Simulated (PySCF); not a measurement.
**[OsO3(H2O)2]2+: forces at shaken geometries**

Aim: move all atoms of relaxed [OsO3(H2O)2]2+ at random and read energies and forces. The species was built from a template and needn't be a known compound.

Computed with PySCF 2.14.0. Level: TPSS, Os def2-SVP with ECP60, O def2-SVP, H def2-SVP; scalar-relativistic core potentials, no spin–orbit coupling.

4 further runs of the same task are left out: 2 for a known fault of the program, 1 that didn't finish, 1 set aside as unsound or not needed.

### 1 The starting structure

10 atoms, charge 2, spin multiplicity 1.

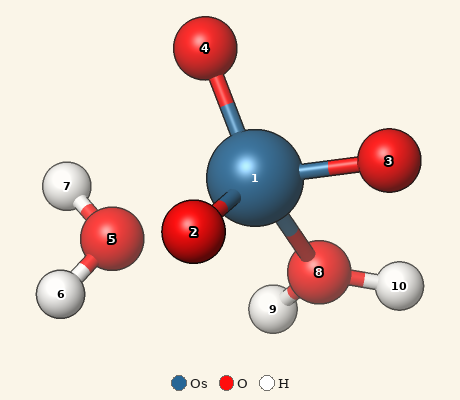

The geometry (osmium blue, oxygen red, hydrogen white); atoms are numbered from 1 in the order of the file.

Coordinates:

```csv
atom,x (Å),y (Å),z (Å)
Os1,0.1362,0.0254,0.0865
O2,-0.1344,0.5000,1.6860
O3,1.7939,-0.3205,0.0073
O4,-0.0673,1.3974,-0.8788
O5,-2.0565,-0.3437,-0.1031
H6,-2.6278,-0.4053,0.7047
H7,-2.5864,0.1363,-0.7898
O8,-0.1110,-1.9318,-0.6235
H9,-0.9947,-2.3498,-0.7967
H10,0.6333,-2.5599,-0.8317
```

Formal oxidation states: Os +8. An earlier session relaxed this geometry at TPSS, Os def2-SVP with ECP60, O def2-SVP, H def2-SVP (singlet, point group Cs).

Its energy there is -468.204668 Eh.

### 2 Atoms moved at random, σ = 0.15 Å

run.py (the lines that set the calculation)

```python
mol = gto.M(atom='''
Os     0.11131     0.06303     0.21920
O      0.11649     0.52575     1.57493
O      1.76183    -0.21105     0.17803
O      0.02662     1.39583    -0.79994
O     -2.11591    -0.54678    -0.02661
H     -2.65428    -0.54167     0.55170
H     -2.41282     0.01117    -1.05242
O     -0.27710    -1.73256    -0.81583
H     -1.10009    -2.29260    -0.78199
H      0.52935    -2.52307    -0.58619''',
    basis={'Os': 'def2-SVP', 'O': 'def2-SVP', 'H': 'def2-SVP'},
    ecp={'Os': 'def2-SVP'},
    charge=2, spin=0)
mf = dft.RKS(mol, xc='TPSS')
mf.grids.atom_grid = (50, 194)
mf = mf.density_fit()  # fitting sets: Os def2-universal-JKFIT, O def2-universal-JKFIT, H def2-universal-JKFIT
mf.conv_tol = 1e-08; mf.max_cycle = 55
mf.kernel(dm0)  # dm0: the density of the relaxed state
```

Launch:

```console
OMP_NUM_THREADS=2 python run.py
```

The program printed:

```text
init E= -467.862416030645
  HOMO = -0.773940769526999  LUMO = -0.66559038384549  gap/eV = 2.94836
cycle= 1 E= -467.888679618067  delta_E= -0.0263  |g|= 0.617  |ddm|= 1.35
  HOMO = -0.634429444892174  LUMO = -0.610642290411121  gap/eV = 0.64728
cycle= 2 E= -466.860420493491  delta_E= 1.03  |g|= 2.33  |ddm|= 2.12
  HOMO = -0.71038493221864  LUMO = -0.594809598699314  gap/eV = 3.14497
cycle= 3 E= -467.888840419799  delta_E= -1.03  |g|= 0.615  |ddm|= 1.86
  HOMO = -0.716465255730112  LUMO = -0.608966373845856  gap/eV = 2.92519
cycle= 4 E= -467.910028176126  delta_E= -0.0212  |g|= 0.53  |ddm|= 0.747
  HOMO = -0.720427946016032  LUMO = -0.615538996640684  gap/eV = 2.85417
cycle= 5 E= -467.936342953437  delta_E= -0.0263  |g|= 0.391  |ddm|= 0.515
  HOMO = -0.731700807430518  LUMO = -0.618538198778687  gap/eV = 3.07931
cycle= 6 E= -467.964410481064  delta_E= -0.0281  |g|= 0.0804  |ddm|= 0.287
  HOMO = -0.726794551194984  LUMO = -0.614952994196617  gap/eV = 3.04336
cycle= 7 E= -467.96539976902  delta_E= -0.000989  |g|= 0.0415  |ddm|= 0.0695
  HOMO = -0.727013181212161  LUMO = -0.614829927413549  gap/eV = 3.05266
cycle= 8 E= -467.965701412984  delta_E= -0.000302  |g|= 0.0137  |ddm|= 0.0311
  HOMO = -0.726819951263177  LUMO = -0.614399150322466  gap/eV = 3.05913
cycle= 9 E= -467.965721901096  delta_E= -2.05e-05  |g|= 0.00864  |ddm|= 0.0125
  HOMO = -0.727167136417278  LUMO = -0.614782855224774  gap/eV = 3.05813
cycle= 10 E= -467.965736189018  delta_E= -1.43e-05  |g|= 0.0014  |ddm|= 0.00587
  HOMO = -0.727101242811568  LUMO = -0.614696484655045  gap/eV = 3.05869
cycle= 11 E= -467.965736561724  delta_E= -3.73e-07  |g|= 0.000369  |ddm|= 0.000908
  HOMO = -0.727119236856074  LUMO = -0.614710390112858  gap/eV = 3.05880
cycle= 12 E= -467.965736587183  delta_E= -2.55e-08  |g|= 9.1e-05  |ddm|= 0.000326
  HOMO = -0.727115912900689  LUMO = -0.61470790990748  gap/eV = 3.05878
cycle= 13 E= -467.96573658879  delta_E= -1.61e-09  |g|= 1.01e-05  |ddm|= 6.25e-05
  HOMO = -0.727114144197382  LUMO = -0.614707549828555  gap/eV = 3.05874
Extra cycle  E= -467.965736588245  delta_E= 5.45e-10  |g|= 5.39e-05  |ddm|= 4.33e-05
converged SCF energy = -467.965736588245
```

Wall time 8.8 s (2 threads of Arm Neoverse V2, shared host).

It gives: E = -467.965737 Eh (+6.502 eV from the relaxed state), HOMO -19.79 eV, LUMO -16.73 eV, Mulliken charge on Os1 +1.42 e, largest force component 28.072 eV/Å. 

```
atom       Fx      Fy  Fz (eV/Å)
 Os1    0.606  -9.400    -26.130
  O2   -2.341   9.771     28.072
  O3    2.074  -1.811     -1.194
  O4   -1.138   1.441     -0.844
  O5   12.662   2.580    -17.449
  H6  -13.283   0.691     13.206
  H7    0.143  -2.212      4.472
  O8    4.007  -4.135      1.165
  H9   -0.219   0.477      0.040
 H10   -2.510   2.597     -1.338
```

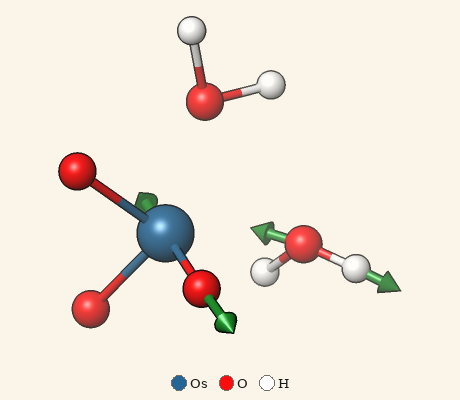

Forces as arrows, the longest for the largest force.

### 3 Atoms moved at random, σ = 0.1 Å

run.py (the lines that set the calculation)

```python
mol = gto.M(atom='''
Os     0.16337     0.08790    -0.08889
O     -0.12773     0.65001     1.81266
O      1.78499    -0.32246     0.08895
O     -0.22304     1.29953    -0.94615
O     -2.08889    -0.27252    -0.08120
H     -2.68856    -0.45297     0.81107
H     -2.58154     0.16666    -0.72951
O     -0.05097    -2.13133    -0.67997
H     -0.79750    -2.28844    -0.92435
H      0.59526    -2.58833    -0.80173''',
    basis={'Os': 'def2-SVP', 'O': 'def2-SVP', 'H': 'def2-SVP'},
    ecp={'Os': 'def2-SVP'},
    charge=2, spin=0)
mf = dft.RKS(mol, xc='TPSS')
mf.grids.atom_grid = (50, 194)
mf = mf.density_fit()  # fitting sets: Os def2-universal-JKFIT, O def2-universal-JKFIT, H def2-universal-JKFIT
mf.conv_tol = 1e-08; mf.max_cycle = 55
mf.kernel(dm0)  # dm0: the density of the relaxed state
```

Launch:

```console
OMP_NUM_THREADS=2 python run.py
```

The program printed:

```text
init E= -468.017661387715
  HOMO = -0.750619926823822  LUMO = -0.701962119596775  gap/eV = 1.32405
cycle= 1 E= -467.716690635439  delta_E= 0.301  |g|= 1.09  |ddm|= 1.51
  HOMO = -0.609139682176149  LUMO = -0.586937901638105  gap/eV = 0.60414
cycle= 2 E= -460.903033474757  delta_E= 6.81  |g|= 3.85  |ddm|= 4.11
  HOMO = -0.699361660535858  LUMO = -0.551791137106441  gap/eV = 4.01560
cycle= 3 E= -466.774499423202  delta_E= -5.87  |g|= 2.23  |ddm|= 4.14
  HOMO = -0.674654848305735  LUMO = -0.614138776155798  gap/eV = 1.64673
cycle= 4 E= -467.898854479485  delta_E= -1.12  |g|= 0.619  |ddm|= 1.29
  HOMO = -0.71078040090698  LUMO = -0.663212559614468  gap/eV = 1.29439
cycle= 5 E= -467.602613265849  delta_E= 0.296  |g|= 1.34  |ddm|= 1.08
  HOMO = -0.736092852195067  LUMO = -0.661012816234841  gap/eV = 2.04303
cycle= 6 E= -467.65229548361  delta_E= -0.0497  |g|= 1.19  |ddm|= 0.968
  HOMO = -0.737978687747644  LUMO = -0.660889001878193  gap/eV = 2.09772
cycle= 7 E= -467.698786799122  delta_E= -0.0465  |g|=  1.1  |ddm|= 0.185
  HOMO = -0.732917436154113  LUMO = -0.667534615435333  gap/eV = 1.77916
cycle= 8 E= -467.823918309354  delta_E= -0.125  |g|= 0.854  |ddm|= 0.289
  HOMO = -0.713272810754173  LUMO = -0.661606394048075  gap/eV = 1.40591
cycle= 9 E= -467.947642430455  delta_E= -0.124  |g|= 0.447  |ddm|= 0.332
  HOMO = -0.706544362577993  LUMO = -0.654948381706024  gap/eV = 1.40400
cycle= 10 E= -467.958450038991  delta_E= -0.0108  |g|= 0.377  |ddm|= 0.143
  HOMO = -0.709100452034197  LUMO = -0.65938391056444  gap/eV = 1.35286
cycle= 11 E= -467.960985243038  delta_E= -0.00254  |g|= 0.361  |ddm|= 0.128
  HOMO = -0.703609113311156  LUMO = -0.657245541145667  gap/eV = 1.26162
cycle= 12 E= -467.986496354822  delta_E= -0.0255  |g|= 0.131  |ddm|= 0.181
  HOMO = -0.696269735071663  LUMO = -0.652814817617298  gap/eV = 1.18247
cycle= 13 E= -467.988947404863  delta_E= -0.00245  |g|= 0.0744  |ddm|= 0.14
  HOMO = -0.698857982577973  LUMO = -0.654146460935042  gap/eV = 1.21666
cycle= 14 E= -467.990130665152  delta_E= -0.00118  |g|= 0.00744  |ddm|= 0.0529
  HOMO = -0.698543338660876  LUMO = -0.653825700596407  gap/eV = 1.21683
cycle= 15 E= -467.99013924166  delta_E= -8.58e-06  |g|= 0.00306  |ddm|= 0.00532
  HOMO = -0.698678600895416  LUMO = -0.653945959654788  gap/eV = 1.21724
cycle= 16 E= -467.990141131756  delta_E= -1.89e-06  |g|= 0.000916  |ddm|= 0.0019
  HOMO = -0.698690800409228  LUMO = -0.653941332374703  gap/eV = 1.21770
cycle= 17 E= -467.990141293216  delta_E= -1.61e-07  |g|= 0.000308  |ddm|= 0.000882
  HOMO = -0.698691545819322  LUMO = -0.653945615439898  gap/eV = 1.21760
cycle= 18 E= -467.990141311689  delta_E= -1.85e-08  |g|= 9.26e-05  |ddm|= 0.000168
  HOMO = -0.698688889429356  LUMO = -0.653944238766741  gap/eV = 1.21756
cycle= 19 E= -467.990141313512  delta_E= -1.82e-09  |g|= 1.55e-05  |ddm|= 5.95e-05
  HOMO = -0.698684922356694  LUMO = -0.653943190195903  gap/eV = 1.21748
Extra cycle  E= -467.990141304224  delta_E= 9.29e-09  |g|= 0.000208  |ddm|= 0.000158
converged SCF energy = -467.990141304224
```

Run time: 11 s. Hardware: 2 threads of Arm Neoverse V2, shared host.

Read off: E = -467.990141 Eh (+5.838 eV from the relaxed state), HOMO -19.01 eV, LUMO -17.79 eV, Mulliken charge on Os1 +1.33 e, largest force component 15.380 eV/Å. 

```
atom       Fx       Fy  Fz (eV/Å)
 Os1   -0.816  -10.145     14.835
  O2    0.712   -1.734     -6.296
  O3    1.310    0.545     -1.151
  O4   -1.670   10.359     -7.431
  O5    1.174   -2.461      4.647
  H6    1.664    0.617     -2.653
  H7   -2.220    1.649     -2.237
  O8    1.786   15.380      8.404
  H9  -14.985   -4.232     -5.279
 H10   13.046   -9.978     -2.838
```

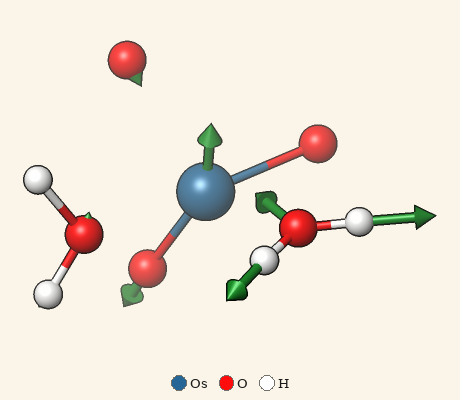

Forces as arrows, the longest for the largest force.

### 4 Atoms moved at random, σ = 0.06 Å

run.py (the lines that set the calculation)

```python
mol = gto.M(atom='''
Os     0.14202     0.00696     0.06799
O     -0.20169     0.41444     1.66053
O      1.81521    -0.32276    -0.05725
O     -0.09899     1.45346    -0.85722
O     -2.07478    -0.36112    -0.04355
H     -2.59791    -0.32974     0.66868
H     -2.67596     0.13043    -0.73262
O     -0.01928    -1.92358    -0.55748
H     -0.95352    -2.41892    -0.86174
H      0.65029    -2.50112    -0.82645''',
    basis={'Os': 'def2-SVP', 'O': 'def2-SVP', 'H': 'def2-SVP'},
    ecp={'Os': 'def2-SVP'},
    charge=2, spin=0)
mf = dft.RKS(mol, xc='TPSS')
mf.grids.atom_grid = (50, 194)
mf = mf.density_fit()  # fitting sets: Os def2-universal-JKFIT, O def2-universal-JKFIT, H def2-universal-JKFIT
mf.conv_tol = 1e-08; mf.max_cycle = 55
mf.kernel(dm0)  # dm0: the density of the relaxed state
```

Launch:

```console
OMP_NUM_THREADS=2 python run.py
```

The program printed:

```text
init E= -468.143727728874
  HOMO = -0.737733717948678  LUMO = -0.63861867989482  gap/eV = 2.69706
cycle= 1 E= -468.157861555757  delta_E= -0.0141  |g|= 0.268  |ddm|= 0.473
  HOMO = -0.701531962513343  LUMO = -0.624523335892036  gap/eV = 2.09551
cycle= 2 E= -467.521824120895  delta_E= 0.636  |g|= 1.77  |ddm|= 1.31
  HOMO = -0.729986660182926  LUMO = -0.614629213408541  gap/eV = 3.13904
cycle= 3 E= -468.138684515931  delta_E= -0.617  |g|= 0.415  |ddm|= 1.19
  HOMO = -0.727696041933793  LUMO = -0.625934489519453  gap/eV = 2.76907
cycle= 4 E= -468.162827917658  delta_E= -0.0241  |g|= 0.219  |ddm|= 0.379
  HOMO = -0.727272647014855  LUMO = -0.62632361671069  gap/eV = 2.74696
cycle= 5 E= -468.164094952899  delta_E= -0.00127  |g|= 0.205  |ddm|= 0.228
  HOMO = -0.728857507019477  LUMO = -0.627147911145633  gap/eV = 2.76766
cycle= 6 E= -468.171935848335  delta_E= -0.00784  |g|= 0.0358  |ddm|= 0.138
  HOMO = -0.729941388381913  LUMO = -0.626372339228409  gap/eV = 2.81826
cycle= 7 E= -468.172158371541  delta_E= -0.000223  |g|= 0.0134  |ddm|= 0.0248
  HOMO = -0.729379373368703  LUMO = -0.625950482759854  gap/eV = 2.81444
cycle= 8 E= -468.172191821156  delta_E= -3.34e-05  |g|= 0.0026  |ddm|= 0.00822
  HOMO = -0.729482404372076  LUMO = -0.626076964423565  gap/eV = 2.81381
cycle= 9 E= -468.172192976071  delta_E= -1.15e-06  |g|= 0.001  |ddm|= 0.00175
  HOMO = -0.72948934472479  LUMO = -0.626051348521883  gap/eV = 2.81469
cycle= 10 E= -468.17219315145  delta_E= -1.75e-07  |g|= 0.00038  |ddm|= 0.000666
  HOMO = -0.729479876835359  LUMO = -0.626039912405547  gap/eV = 2.81474
cycle= 11 E= -468.172193179704  delta_E= -2.83e-08  |g|= 4.86e-05  |ddm|= 0.000253
  HOMO = -0.729481946188204  LUMO = -0.626041886700104  gap/eV = 2.81475
cycle= 12 E= -468.172193180122  delta_E= -4.18e-10  |g|= 1.94e-05  |ddm|= 3.41e-05
  HOMO = -0.729481170157644  LUMO = -0.626042895716971  gap/eV = 2.81470
Extra cycle  E= -468.172193175486  delta_E= 4.64e-09  |g|= 0.000153  |ddm|= 0.000111
converged SCF energy = -468.172193175486
```

Run time: 8.3 s. Hardware: 2 threads of Arm Neoverse V2, shared host.

Read off: E = -468.172193 Eh (+0.884 eV from the relaxed state), HOMO -19.85 eV, LUMO -17.04 eV, Mulliken charge on Os1 +1.41 e, largest force component 6.968 eV/Å. 

| atom | Fx | Fy | Fz (eV/Å) |
| --- | --- | --- | --- |
| Os1 | 0.309 | 2.123 | -1.473 |
| O2 | 0.349 | 0.093 | 0.652 |
| O3 | -0.638 | 0.433 | 0.360 |
| O4 | 0.297 | -1.836 | 1.018 |
| O5 | 2.458 | 0.761 | -6.968 |
| H6 | -3.599 | -0.050 | 6.010 |
| H7 | 1.301 | -0.817 | 0.700 |
| O8 | -6.159 | -0.092 | -0.361 |
| H9 | 2.402 | 1.574 | 1.038 |
| H10 | 3.280 | -2.189 | -0.978 |

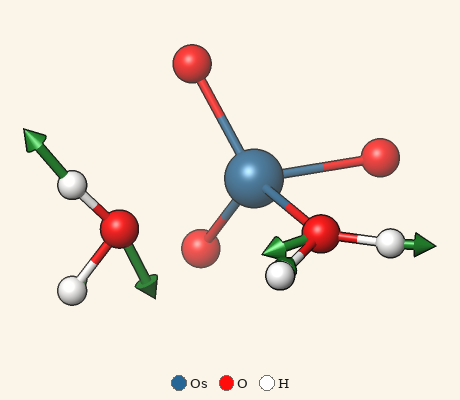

Forces as arrows, the longest for the largest force.

### 5 The displacements side by side

| σ (Å) | energy rise (eV) | harmonic estimate −½ F·u (eV) | largest force component (eV/Å) |
| --- | --- | --- | --- |
| 0.15 | 6.502 | 7.408 | 28.07 |
| 0.1 | 5.838 | 5.783 | 15.38 |
| 0.06 | 0.884 | 0.902 | 6.97 |

Every displacement raises the energy. For a harmonic well the rise equals −½ F·u; the two differ by at most 14 % here (a move with σ = 0.15 Å), from anharmonicity, the grid and the small forces left at the relaxed point. The bases are small and lack diffuse functions. Spin–orbit coupling is left out.
